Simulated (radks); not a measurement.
System: the Bi³⁺ ion, configuration [Xe] 4f14 5d10 6s2. The calculation used the in-house radial solver radks at this level: scalar-relativistic Kohn-Sham, exchange-only PBE, spin-polarised, spherical densities, finite nucleus.

```
Z 83
configuration [Hg]
relativity scalar-relativistic
functional pbe,
spin polarised
nucleus finite rms 5.5211 fm
c 137.035999084
```

The run was one of a batch (task.json lists them), launched with:
```bash
python run_ks.py task.json out
```

Wanted: the screened charge −r V(r) of the Kohn-Sham potential.

Close to the nucleus it reaches 82.7, near the nuclear charge 83; inside the finite nucleus, left of the plot, it would fall to zero. It falls through 43, midway between the nuclear and the ionic charge, at r = 0.14 bohr, and stands at 3.06 at the end of the plot (r = 6.5 bohr); the net charge is +3. The exact potential would level off one unit above the net charge.

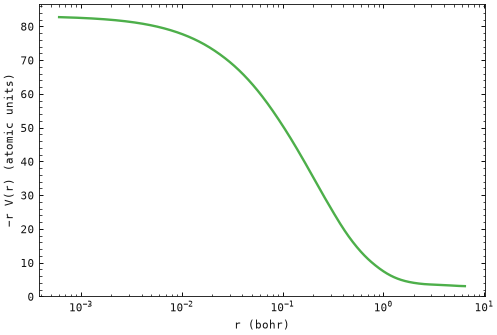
